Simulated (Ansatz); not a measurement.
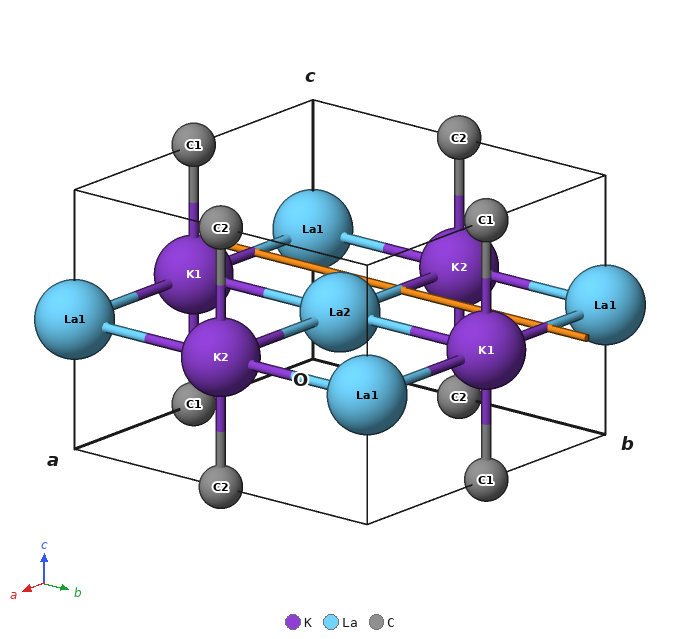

The coloured rod is the axis of a symmetry operation of the crystal. Crystal: KLaC, the geometry relaxed with DFT PBE, scalar-relativistic, plane waves, PAW in Ansatz 0.2.0; the starting structure was generated, so it need not be a known form of this composition. Symmetry computed with spglib at a tolerance of 0.002 Å; standard conventional cell.

a = 6.296 Å, b = 6.389 Å, c = 4.593 Å, α = 90.00°, β = 90.00°, γ = 90.00°.

```csv
atom,x,y,z
K1,0.5000,0.0000,0.5000
La1,0.0000,0.0000,0.5000
C1,0.5000,0.0000,0.0000
K2,0.0000,0.5000,0.5000
La2,0.5000,0.5000,0.5000
C2,0.0000,0.5000,0.0000
```

Take the operation x, y, z → −x+1/2, y+1/2, −z+1.

Question: What kind of operation is it, and where does it lie?

Answer: It is a 2₁ screw rotation with translation (0, 1/2, 0), about the line along [0 1 0] through (1/4, 1/2, 1/2).

Question: Onto which atom does it carry each atom (up to whole multiples of a, b and c)?

Answer: K1 → K2, La1 → La2, C1 → C2, K2 → K1, La2 → La1, C2 → C1.
